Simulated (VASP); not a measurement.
Band structure of AlPt$_{3}$ (ordered alloy cell). Calculation: PBEsol GGA, VASP's PBE PAW potentials (set 64) (plane waves; VASP 6.6.1).

Unless said otherwise, spin-orbit coupling is left out, though it shifts the bands of the heavy elements here.

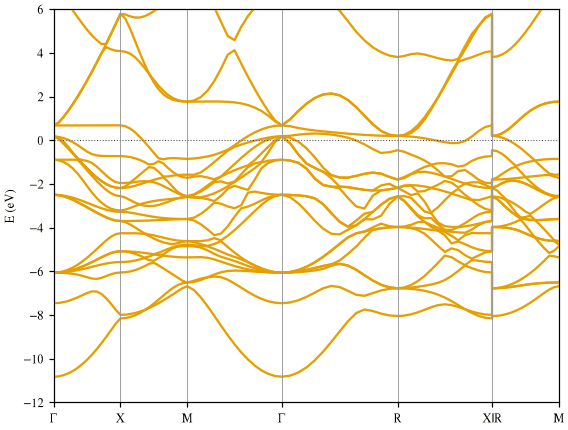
Figure. Bands along high-symmetry lines, zero at the valence-band maximum or, without a gap, the Fermi level

Problem. Read the plot: is there a gap, and where are the band edges?

Solution. It has no gap at this level: it comes out as a metal or semimetal. (Edges off the drawn lines would not show.)

The structure was generated: AlPt3 was put into an ordered model structure (Pm-3m), which need not be its known phase. It was relaxed first, which changed the volume by -6 %. The electron count is odd and the run is not spin-polarised, which forces a metal.
